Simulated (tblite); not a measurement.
**Molecular dynamics, with input and output: C₅H₇Cl (part 3 of 3)**

C₅H₇Cl (4-chloro-3-methylbut-1-yne); GFN2-xTB Langevin dynamics, gas phase (tblite 0.8.0). 

Geometry of the input (Å):
```
C  2.3420  -0.9472  0.1724
C  1.2511  -0.5505  -0.1170
C  -0.0833  -0.0718  -0.4410
C  -1.1336  -0.8619  0.3421
C  -0.1457  1.4224  -0.1211
Cl -1.6815  2.1387  -0.6819
H  3.2987  -1.3039  0.4132
H  -0.2507  -0.2118  -1.5157
H  -1.0742  -1.9172  0.0878
H  -0.9676  -0.7534  1.4120
H  -2.1286  -0.4971  0.1000
H  -0.0881  1.5912  0.9546
H  0.6573  1.9631  -0.6231
```

### Trajectory as extended XYZ, continued
```
13
Properties=species:S:1:pos:R:3:forces:R:3 step=29 time_fs=725.0 energy=-509.95546 temperature=331.4
C     1.1987   -1.5015    0.3327   -1.3606   0.2446   0.3095
C     0.0987   -1.0155    0.4743    1.4911  -0.7052  -0.7771
C    -1.0409   -0.1531    0.3779    0.5914   2.7231   0.8298
C    -1.3462    0.4069    1.8167    0.9047  -0.5073  -1.1315
C    -0.6378    1.0789   -0.5400   -0.5524  -0.5931   0.5745
Cl   -2.1168    2.0312   -0.8663    0.0927  -0.1159  -0.2146
H     2.0396   -2.1214    0.3417    0.2242  -0.0328   0.0389
H    -1.9060   -0.5950   -0.0592   -0.5267  -0.5207  -0.3226
H    -2.0607   -0.2451    2.2644   -0.3823  -0.2658   0.5790
H    -0.3737    0.3366    2.3164   -0.4910   0.3545   0.3643
H    -1.7193    1.4258    1.7871    0.0453  -0.1260  -0.0051
H     0.0633    1.8155   -0.1410    0.0080  -0.4917   0.4080
H    -0.2254    0.6725   -1.4456   -0.0443   0.0364  -0.6532
13
Properties=species:S:1:pos:R:3:forces:R:3 step=30 time_fs=750.0 energy=-509.83810 temperature=292.2
C     1.1694   -1.4883    0.3170    2.4889  -1.2166  -0.0279
C     0.1228   -0.9388    0.3134   -0.3626  -0.4057   0.6338
C    -1.0668   -0.1906    0.4162    0.1142   2.8055   0.2126
C    -1.4278    0.3495    1.8236    0.7658  -0.0831  -0.6707
C    -0.6939    0.9809   -0.5505   -1.6599  -1.1471  -1.2051
Cl   -2.0579    2.1210   -0.9244    0.3604  -0.1791   0.4489
H     2.1355   -1.9583    0.2868   -0.8477   0.3059  -0.0335
H    -1.9294   -0.7122    0.1292   -1.0549  -0.7637  -1.0795
H    -2.0216   -0.4602    2.2372    0.1314   0.3726   0.7488
H    -0.4796    0.5547    2.3797   -1.1429  -0.0305  -0.1930
H    -2.0496    1.2483    1.6474    0.4647  -0.4980   0.5136
H     0.1609    1.5179   -0.2177    0.4196   0.4840   0.2781
H    -0.5303    0.5059   -1.5382    0.3229   0.3560   0.3741
13
Properties=species:S:1:pos:R:3:forces:R:3 step=31 time_fs=775.0 energy=-509.83897 temperature=329.6
C     1.2350   -1.4967    0.3011   -2.7280   1.3702   0.1397
C     0.1431   -0.9732    0.3563    0.6965  -0.2712  -0.0383
C    -1.1041   -0.1799    0.3592   -1.0453  -0.9732   0.3243
C    -1.4262    0.3515    1.8187   -0.8753  -3.1198  -1.8556
C    -0.8211    0.9344   -0.6430   -0.2334  -0.4375  -0.1255
Cl   -2.0698    2.1386   -0.9871   -0.4842  -0.0227   0.2235
H     2.1551   -1.9284    0.2652    1.1753  -0.6913  -0.0124
H    -1.9871   -0.8227    0.0583    0.8984   0.4941   0.0682
H    -1.7273   -0.5944    2.3683    0.5101   1.3648  -0.1680
H    -0.5685    0.8027    2.1758    1.4180   0.7778   1.0683
H    -2.2537    1.0101    1.7662   -0.6392   0.5924   0.0357
H    -0.0442    1.4275   -0.1368    1.3098   1.2462   0.1626
H    -0.4901    0.5977   -1.6264   -0.0029  -0.3297   0.1775
13
Properties=species:S:1:pos:R:3:forces:R:3 step=32 time_fs=800.0 energy=-509.73297 temperature=375.8
C     1.1335   -1.5157    0.3155    1.4997  -0.9702   0.2407
C     0.0650   -1.0273    0.5417    0.1440   0.0816  -1.1477
C    -1.0846   -0.1923    0.3206   -2.4505  -0.7005  -0.8710
C    -1.4453    0.3792    1.7027    0.0183  -0.4460  -0.2754
C    -0.7242    0.9247   -0.6758   -0.7027   0.1100  -0.2401
Cl   -2.1117    2.0934   -0.9868    0.4774  -0.3610   0.5922
H     2.0735   -2.0560    0.3307   -1.0063   0.5180   0.0814
H    -1.9573   -0.7801   -0.1946    1.2625   0.5714   1.1185
H    -1.4562   -0.4229    2.4915    0.0059   0.9184  -0.8350
H    -0.6032    1.0532    1.8078   -0.1539   0.2999   1.0403
H    -2.3888    0.9299    1.6930    0.2460  -0.1616   0.0668
H     0.1038    1.4556   -0.2071    0.0313   0.3509  -0.6526
H    -0.5902    0.5989   -1.7251    0.6283  -0.2109   0.8819
13
Properties=species:S:1:pos:R:3:forces:R:3 step=33 time_fs=825.0 energy=-509.71852 temperature=338.8
C     1.0743   -1.6009    0.4054    0.2715  -0.5977   0.1109
C     0.0467   -0.9970    0.3883    0.2873   0.0747   0.5153
C    -1.0528   -0.0837    0.3824   -2.2917  -2.2465  -1.1057
C    -1.4626    0.5073    1.6944    1.3138   3.8213  -1.6090
C    -0.7753    0.8806   -0.7240    1.3932   0.8903   0.0051
Cl   -2.0911    1.9722   -0.9844   -0.9567   0.8295  -0.1418
H     1.8123   -2.3379    0.4599    0.3065  -0.0156  -0.0832
H    -1.9713   -0.7178    0.0627    1.0319   0.5365   0.1521
H    -1.3964   -0.1488    2.4718    0.3946  -1.4806   1.9598
H    -0.7701    1.4506    1.8135   -1.2586  -1.6143   0.4467
H    -2.4783    0.8545    1.5813   -0.2197   0.2956   0.2087
H     0.1111    1.5199   -0.3677   -0.8202  -0.8254  -1.0095
H    -0.6575    0.3529   -1.6904    0.5482   0.3322   0.5505
13
Properties=species:S:1:pos:R:3:forces:R:3 step=34 time_fs=850.0 energy=-509.97096 temperature=502.2
C     1.0592   -1.7511    0.4887   -1.0784   1.4227  -0.2428
C     0.1299   -0.9695    0.4570    0.1398  -0.6471   0.7377
C    -1.1253   -0.1359    0.4706    1.3220  -0.6521  -0.4150
C    -1.4017    0.6597    1.7602   -0.5095  -0.1037  -0.9590
C    -0.8057    0.7755   -0.7345   -0.1966   0.6176   0.2985
Cl   -2.1065    1.9672   -1.0423   -0.2786  -0.0455  -0.0624
H     1.9927   -2.2302    0.3769   -0.2739  -0.0818   0.1308
H    -1.9595   -0.8234    0.3358   -0.1138   0.0304  -0.4385
H    -1.2267    0.0598    2.6150    0.1714  -0.6857   0.7690
H    -0.7366    1.4918    1.7930    0.3101   0.7247   0.1393
H    -2.4548    0.9992    1.8037    0.6537  -0.0955  -0.2608
H     0.0402    1.4343   -0.4205   -0.2517  -0.7260  -0.5666
H    -0.6522    0.2502   -1.7038    0.1054   0.2422   0.8697
13
Properties=species:S:1:pos:R:3:forces:R:3 step=35 time_fs=875.0 energy=-509.70858 temperature=318.8
C     1.0299   -1.7745    0.4754   -0.4513  -0.2653   1.4106
C     0.0584   -1.0803    0.7050    0.4539   0.1177  -1.2548
C    -1.0934   -0.1529    0.5050    3.3736   1.7421   0.0626
C    -1.3088    0.6557    1.7629   -0.7634  -0.7493   2.1391
C    -0.8018    0.8105   -0.7214   -1.5485  -1.0684   0.7666
Cl   -2.1625    1.9591   -1.0452    0.1570  -0.0040   0.4826
H     1.7697   -2.5189    0.7732   -0.6850   0.9358  -0.6749
H    -1.9179   -0.7308    0.3844   -2.5013  -1.6762  -0.8922
H    -1.2163   -0.0111    2.7074   -0.0745   0.8570  -1.4616
H    -0.5718    1.4353    1.8732   -0.0376   0.2993  -0.0145
H    -2.3534    1.0419    1.8012    0.9109   0.0518  -0.1516
H     0.0859    1.3898   -0.5673    0.3720   0.0772  -0.0795
H    -0.8679    0.2267   -1.6223    0.7942  -0.3178  -0.3323
13
Properties=species:S:1:pos:R:3:forces:R:3 step=36 time_fs=900.0 energy=-509.95695 temperature=408.0
C     0.9678   -1.7470    0.6238    0.5346  -0.0743  -0.4326
C    -0.0058   -1.0715    0.4972   -0.1171   0.1698   0.3701
C    -1.1258   -0.1741    0.5037   -0.0908   0.7759   1.0821
C    -1.3158    0.5571    1.8468   -0.0564  -0.6807   1.9329
C    -0.8471    0.7888   -0.6534   -0.8094   0.3554   1.3636
Cl   -2.2202    1.8657   -0.9508   -0.2913   0.1085  -0.1627
H     1.8771   -2.2087    0.4137    0.2503  -0.4529   0.2791
H    -2.0482   -0.7288    0.4215   -0.3803  -0.2490  -0.6734
H    -1.4727   -0.1736    2.7239    0.1850   0.6803  -1.4494
H    -0.5298    1.2149    2.2199    0.4143  -0.2130  -0.6326
H    -2.1974    1.1800    1.8373   -0.3701   0.0265  -0.3244
H    -0.0190    1.4288   -0.4257    0.5660   0.3160   0.2548
H    -0.6367    0.2301   -1.5078    0.1652  -0.7625  -1.6076
13
Properties=species:S:1:pos:R:3:forces:R:3 step=37 time_fs=925.0 energy=-509.66947 temperature=400.5
C     0.9954   -1.6462    0.6153    0.9461  -1.1735   0.3908
C    -0.0548   -1.1322    0.3986   -0.5452   0.1687   0.2675
C    -1.1900   -0.2502    0.3865   -1.7386  -0.8418   1.9067
C    -1.3098    0.3267    1.8491    0.7960   1.5558  -2.3143
C    -0.8888    0.8400   -0.5903    0.3233  -0.1297  -0.7603
Cl   -2.3407    1.7844   -0.8968   -0.1910   0.3084  -0.3207
H     1.7415   -2.3535    0.8616    0.0621   0.3259  -0.3051
H    -2.1669   -0.8852    0.1500    1.7243   1.3747   0.1547
H    -1.5374   -0.2960    2.6102   -0.7694  -2.7556   1.8440
H    -0.3751    0.7645    2.1265    1.0191   0.2141  -0.0818
H    -1.9900    1.1364    1.9733   -0.9388   0.6674  -0.6818
H    -0.0826    1.5212   -0.2916   -0.2790  -0.1229   0.3489
H    -0.5144    0.3230   -1.4819   -0.4088   0.4085  -0.4486
13
Properties=species:S:1:pos:R:3:forces:R:3 step=38 time_fs=950.0 energy=-509.79548 temperature=286.9
C     1.0633   -1.7425    0.5956    0.9511  -0.1755  -0.3628
C    -0.0171   -1.2460    0.4708    0.0194   0.6829  -0.9646
C    -1.1417   -0.3371    0.3173   -2.2981  -1.0682   1.5574
C    -1.3583    0.1624    1.7613   -0.2383   1.5430   0.5920
C    -0.9491    0.8260   -0.6128    1.6052  -0.1795  -1.7196
Cl   -2.4758    1.7223   -0.9478    0.5694  -0.3549   0.1781
H     2.0579   -2.1256    0.5356   -0.7228  -0.1048   0.3437
H    -2.1086   -0.8742   -0.0121    1.3349   0.3658   0.3769
H    -1.6280   -0.5313    2.5308   -0.1259  -1.0464  -0.1595
H    -0.4614    0.6405    2.1434    0.5347  -0.0602  -0.2187
H    -2.0986    0.9628    1.8863   -0.2245  -0.1539  -0.6967
H    -0.1857    1.5290   -0.2116   -0.6045  -0.2403  -0.2384
H    -0.5275    0.4135   -1.6176   -0.8005   0.7920   1.3123
13
Properties=species:S:1:pos:R:3:forces:R:3 step=39 time_fs=975.0 energy=-509.84278 temperature=299.5
C     1.1542   -1.7904    0.5570   -2.8102   1.6759  -0.3121
C     0.1333   -1.1408    0.3842    1.2858  -1.3020   0.4607
C    -1.1205   -0.3895    0.3104   -1.1598  -0.0511   1.1399
C    -1.5546    0.1309    1.7152   -0.5490   0.0158   1.5171
C    -0.9991    0.7885   -0.6280    0.4835   0.7861  -0.3776
Cl   -2.5608    1.5912   -0.9627   -0.3102  -0.3324  -0.2865
H     1.9570   -2.3873    0.8202    0.5686  -0.2372  -0.0854
H    -2.0533   -0.9587    0.0487    1.1882  -0.2839  -0.3604
H    -1.7687   -0.6734    2.5045    0.0555   0.6858  -1.5598
H    -0.8401    0.7554    2.2583    0.3983   0.0154  -0.5912
H    -2.4641    0.7817    1.6167    0.6556  -0.8476  -0.0524
H    -0.4972    1.6142   -0.1202    0.6418  -0.2227  -0.1021
H    -0.4975    0.5470   -1.5927   -0.4481   0.0979   0.6099
13
Properties=species:S:1:pos:R:3:forces:R:3 step=40 time_fs=1000.0 energy=-509.89629 temperature=375.3
C     1.0926   -1.7901    0.6125    2.2565  -1.4152   0.0355
C     0.2180   -0.9991    0.4931   -1.2347   0.0141  -0.1728
C    -1.0932   -0.4327    0.3569   -0.6178   1.8690  -0.3008
C    -1.6623    0.0798    1.6442    0.3969  -0.0591   2.7085
C    -0.9934    0.8143   -0.5375   -0.4446   0.6314  -0.1700
Cl   -2.6193    1.4725   -0.9995    0.1250  -0.1535   0.2830
H     2.0006   -2.3703    0.6348   -0.7508   0.5857   0.1146
H    -1.8185   -1.1000   -0.1086    0.2361  -0.3872  -0.0810
H    -1.6520   -0.6760    2.4592   -0.5246  -0.1476  -0.7069
H    -0.9604    0.8052    2.1303   -0.7152   0.0968  -0.8359
H    -2.6815    0.4821    1.5244    0.6920  -0.1022   0.0915
H    -0.4555    1.6942   -0.1156   -0.1944  -0.9015  -0.1091
H    -0.6120    0.5142   -1.4816    0.7759  -0.0306  -0.8564
```

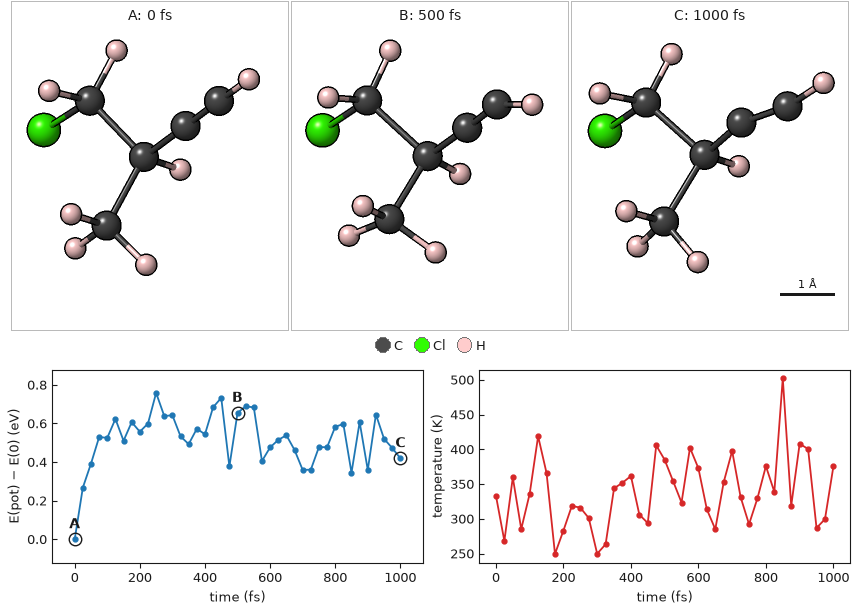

**Figure 1.** Frames of the molecular dynamics (ball-and-stick, seen at a tilt) above the curves, on which the letters mark them. The trajectory kept here has 41 frames over 1000 fs. The temperature starts at 333 K, ranges from 250 to 502 K and averages 355 K over the second half. The potential energy ends 0.420 eV above its first value. After an unweighted best fit of the last frame on the first, the root-mean-square displacement is 0.15 Å.

### Results in brief

```tsv
quantity	value
outcome	finished
mean temperature over the second half	355 K
trajectory	41 frames kept, 1000 fs
wall time	33 s
peak memory	0.18 GiB
```
